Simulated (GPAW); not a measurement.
**r2SCAN/plane waves (scalar-relativistic datasets) run of TlF (SMILES [F][Tl])**

We compute the atomisation energy of TlF. 

The results are computed with GPAW 26.7.0.

4 further runs of the same task are left out: 2 that didn't finish, 2 set aside as unsound or not needed.

### Step 1. Starting point

TlF: 2 atoms, total charge 0, spin state singlet. SMILES: `[F][Tl]`. Geometry: the measured bond length.

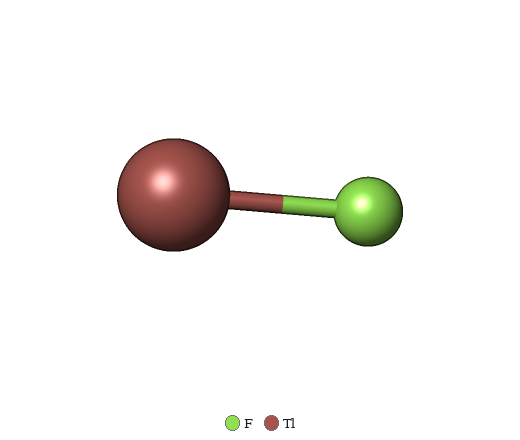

Viewed from a chosen angle; fluorine green, thallium brown.

### Step 2. The atomisation energy at r2SCAN/plane waves (scalar-relativistic datasets)

gs.py

```python
from ase import Atoms
from gpaw import GPAW, PW

system = Atoms(["F", "Tl"],
    positions=[[  0.000000,   0.000000,   0.000000],
               [  0.000000,   0.000000,   2.084438]])
system.center(vacuum=4.5)

gpaw_calc = GPAW(mode={"name": "pw", "ecut": 500},
                 xc="MGGA_X_R2SCAN+MGGA_C_R2SCAN",
                 mixer={"name": "pulay", "beta": 0.1, "nmaxold": 5, "weight": 1.0},
                 maxiter=100,
                 symmetry="off",
                 txt="-")
system.calc = gpaw_calc

e = system.get_potential_energy()
e_mol = {"r2SCAN": e}

e_atom = {}
for symbol in sorted(set(system.symbols)):
    atom = Atoms(symbol, cell=system.cell, pbc=system.pbc)
    atom.center()
    atom.calc = GPAW(mode=PW(500),
                     hund=True,
                     symmetry="off",
                     maxiter=150,
                     mixer={"name": "pulay", "beta": 0.1, "nmaxold": 5, "weight": 1.0},
                     xc="MGGA_X_R2SCAN+MGGA_C_R2SCAN",
                     txt=f'{symbol}_atom.txt')
    e = atom.get_potential_energy()
    e_atom[symbol] = {"r2SCAN": e}

atomisation = {xc: sum(e_atom[x][xc] for x in system.symbols) - e_mol[xc] for xc in e_mol}
for xc, de in atomisation.items():
    print(f'{xc:32} {de:9.3f} eV')
```

Command:

```sh
$ python3 gs.py
```

Output:

```text
__  _  _
 | _ |_)|_||  |
 |__||  | ||/\| - 26.7.0

units:  Angstrom and eV
cores:  1
OpenMP: False

Versions:
  Python: 3.12.14
  ASE:    3.29.0
  Numpy:  2.5.5
  Scipy:  1.18.1
  Libxc:  7.0.0

        _gpaw.cpython-312-aarch64-linux-gnu.so

Input parameters:
  mode=PW(ecut=500),
  maxiter=100,
  mixer=Pulay(name='pulay', nmaxold=5, beta=0.1, weight=1.0, sigma=0.015, g_ss=None),
  symmetry=Symmetry(point_group=False, time_reversal=False),
  xc=XC(name='MGGA_X_R2SCAN+MGGA_C_R2SCAN')

Diagonalizing LCAO Hamiltonian
Converting LCAO to pw mode
       .---------------------.
      /|                     |
     / |                     |
    /  |                     |
   /   |                     |
  /    |                     |
 *     |                     |
 |     |                     |
 |     |                     |
 |     |       Tl            |
 |     |                     |
 |     |       F             |
 |     |                     |
 |     |                     |
 |     .---------------------.
 |    /                     /
 |   /                     /
 |  /                     /
 | /                     /
 |/                     /
 *---------------------*

Atoms  # Å, Bohr magnetons
|   | symbol |        x |        y |        z |    initial magnetic moments |
|---|--------|----------|----------|----------|-----------------------------|
| 0 |      F | 4.500000 | 4.500000 | 4.500000 | ( 0.0000,  0.0000,  0.0000) |
| 1 |     Tl | 4.500000 | 4.500000 | 6.584438 | ( 0.0000,  0.0000,  0.0000) |

Unit cell  # Å
| periodic |        x |        y |         z |   lengths |    angles |
|----------|----------|----------|-----------|-----------|-----------|
|       no | 9.000000 | 0.000000 |  0.000000 |  9.000000 | 90.000000 |
|       no | 0.000000 | 9.000000 |  0.000000 |  9.000000 | 90.000000 |
|       no | 0.000000 | 0.000000 | 11.084438 | 11.084438 | 90.000000 |

Number of symmetries: 1
Symmetry operations  # r_c * U_cc + t_c -> r_c
|   | kind |            matrix            |
|---|------|------------------------------|
| 0 |  E   |  1, 0, 0,  0, 1, 0,  0, 0, 1 |

BZ-sampling:
  Number of BZ points: 1
  Number of IBZ points: 1

  Monkhorst-Pack size: [1, 1, 1]
  Monkhorst-Pack shift: [0, 0, 0]

K-points  # in reciprocal-cell coordinates
|   |                                coordinates |     weight |
|---|--------------------------------------------|------------|
| 0 | (  0.00000000,   0.00000000,   0.00000000) | 1.00000000 |

Plane wave coefficients: 11407
Cutoff: 500.0 eV

Spin-components: 1 (collinear spins)
Bands:           13
Projectors:      11
Spin-degeneracy: 2
Datatype:        float64

  Storage: CPU
  Wave functions: 2_372_656 bytes (2_372_656 per core)
  Projectors: 4_015_264 bytes (4_015_264 per core)

Parallelization:
  kpt:    1
  domain: 1
  band:   1

Density:
  Valence electrons: 20.0
  Components: 1
  Grid points: [48 48 60]
  Charge: 0.0  # |e|

Potential:
  Grid points: [48 48 60]

species:
  F:
    name:    Fluorine
    Z:       9.0
    valence: 7
    core:    2
    charge:  0.0  # [|e|]
    file:    F.PBE.gz
    compensation charges:
      type: gauss
      rc: 0.20  # [Å]
      lmax: 2
    cutoffs:
      filter: 1.14  # [Å]
      core: 0.74  # [Å]
    projectors
    | kind |    occ | energy [eV] | rcut [Å] |
    |------|--------|-------------|----------|
    |   2s |  2.000 |     -29.898 |    0.635 |
    |   2p |  5.000 |     -11.110 |    0.635 |
    |    s |        |      -2.687 |    0.635 |
    |    p |        |      16.102 |    0.635 |
    |    d |        |       0.000 |    0.635 |

    Using partial waves for F as LCAO basis

  Tl:
    name:    Thallium
    Z:       81.0
    valence: 13
    core:    68
    charge:  0.0  # [|e|]
    file:    Tl.PBE.gz
    compensation charges:
      type: gauss
      rc: 0.38  # [Å]
      lmax: 2
    cutoffs:
      filter: 2.11  # [Å]
      core: 2.55  # [Å]
    projectors
    | kind |    occ | energy [eV] | rcut [Å] |
    |------|--------|-------------|----------|
    |   6s |  2.000 |      -9.493 |    1.212 |
    |   6p |  1.000 |      -2.379 |    1.270 |
    |   5d | 10.000 |     -15.517 |    1.191 |
    |    s |        |      17.718 |    1.212 |
    |    p |        |      24.832 |    1.270 |
    |    d |        |      11.695 |    1.191 |

    Using partial waves for Tl as LCAO basis

Reference energy: -552759.061057  # eV

eigensolver:
  PPCG
  Converge bands: occupied
  niter=2

density mixing:
  Pulay-Mixer
  Linear mixing parameters: 0.1
  Old densities: 5
  No metric

occupation numbers:
  # Zero width

poisson solver:
  ecut: 4000.0  # eV

xc functional:
  name: MGGA_X_R2SCAN+MGGA_C_R2SCAN with 2 nearest neighbor stencil

Initialization done in: 1.103 s

convergence criteria:
- Maximum [total energy] change in last 3 cyles: 0.0005 eV / valence electron
- Maximum integral of absolute [dens]ity change: 0.0001 electrons / valence electron
- Maximum integral of absolute [eigenst]ate change: 4e-08 eV^2 / valence electron
maximum number of iterations: 100

SCF iterations
|iter     |     time |      energy | eigst |  dens |
|---------|----------|-------------|-------|-------|
|iter:   1| 00:00:01 |  -31.876864 | -0.56 |       |
|iter:   2| 00:00:03 |  -25.327051 | -1.02 | -1.10 |
|iter:   3| 00:00:04 |  -24.377592 | -0.41 | -1.15 |
|iter:   4| 00:00:05 |  -24.433745 | -1.40 | -1.33 |
|iter:   5| 00:00:07 |  -24.459147 | -0.99 | -1.38 |
|iter:   6| 00:00:08 |  -24.388393 | -1.79 | -1.77 |
|iter:   7| 00:00:09 |  -24.400613 | -2.73 | -2.21 |
|iter:   8| 00:00:10 |  -24.400355 | -3.28 | -2.26 |
|iter:   9| 00:00:12 |  -24.400589c| -4.24 | -3.01 |
|iter:  10| 00:00:13 |  -24.400609c| -4.82 | -3.13 |
|iter:  11| 00:00:14 |  -24.400650c| -5.46 | -3.36 |
|iter:  12| 00:00:15 |  -24.400671c| -5.66 | -3.62 |
|iter:  13| 00:00:17 |  -24.400665c| -6.33 | -3.75 |
|iter:  14| 00:00:18 |  -24.400664c| -6.89 | -3.79 |
|iter:  15| 00:00:19 |  -24.400667c| -6.74 | -3.82 |
|iter:  16| 00:00:21 |  -24.400670c| -6.44 | -3.99 |
|iter:  17| 00:00:22 |  -24.400671c| -6.74 | -4.08c|
|iter:  18| 00:00:23 |  -24.400671c| -7.88c| -5.06c|

Converged in 18 steps
SCF loop duration: 22.462 s (1.248 s/step)
Energy contributions relative to reference atoms: (reference = -552759.061057)

Energy contributions:
  Kinetic:          26.964916
  Coulomb:         -25.501128
  Zero:              0.168048
  External:          0.000000
  Xc:              -26.032506
  Entropy:           0.000000
  Spinorbit:         0.000000
  ----------------------------
  Free energy:     -24.400671
  Extrapolated:    -24.400671

dipole moment: (0.000005, 0.000005, 0.827142)  # |e|*Ang

Fermi level: -3.991
Eigenvalues  # (at kpt = [0.000, 0.000, 0.000])
| band index |      eig [eV] | occ [0-2] |
|------------|---------------|-----------|
|          0 |       -27.155 |     2.000 |
|        ... |               |           |
|          2 |       -15.915 |     2.000 |
|          3 |       -15.671 |     2.000 |
|          4 |       -15.671 |     2.000 |
|          5 |       -15.605 |     2.000 |
|          6 |       -10.014 |     2.000 |
|          7 |        -7.149 |     2.000 |
|          8 |        -7.149 |     2.000 |
|          9 |        -6.521 |     2.000 |
|         10 |        -1.461 |     0.000 |
|         11 |        -1.461 |     0.000 |
|         12 |         0.343 |     0.000 |

Gap: 5.060 eV
Transition (v -> c):
  (s=0, k=0, n=9, [0.00, 0.00, 0.00]) -> (s=0, k=0, n=10, [0.00, 0.00, 0.00])
No difference between direct/indirect transitions
vacuum-level: 0.408  # V
r2SCAN                               5.316 eV
```

Run time: 3.2 min. Hardware: 1 thread of Arm Neoverse V2, shared host; peak memory 0.96 GiB.

### Step 3. Results

Level: r2SCAN/plane waves (scalar-relativistic datasets).

| quantity | value |
| --- | --- |
| energy as printed (from the program's reference atoms) | -24.4007 eV |
| dipole moment | 3.97 D |
| HOMO energy (from the vacuum level) | -6.93 eV |
| LUMO energy (from the vacuum level) | -1.87 eV |
| HOMO–LUMO gap | 5.06 eV |
| atomisation energy (program's own) | 5.32 eV |
